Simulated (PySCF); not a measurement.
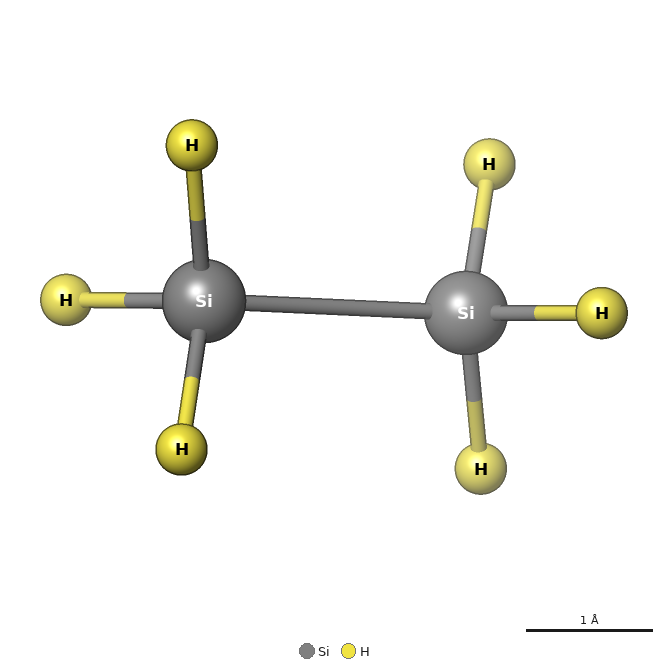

Atoms fade into the background with distance from the viewer. The computed structure is the end point of a PBE0-D3(BJ)/def2-SVP optimisation. No frequency run is at hand to confirm it as a minimum. Masses are those of the most abundant isotopes; constants are for the rigid equilibrium geometry.

### What kind of rotor is it, and what are its rotational constants in GHz?

A prolate symmetric top (D3d): A = 42.4, B = C = 5.05 GHz.
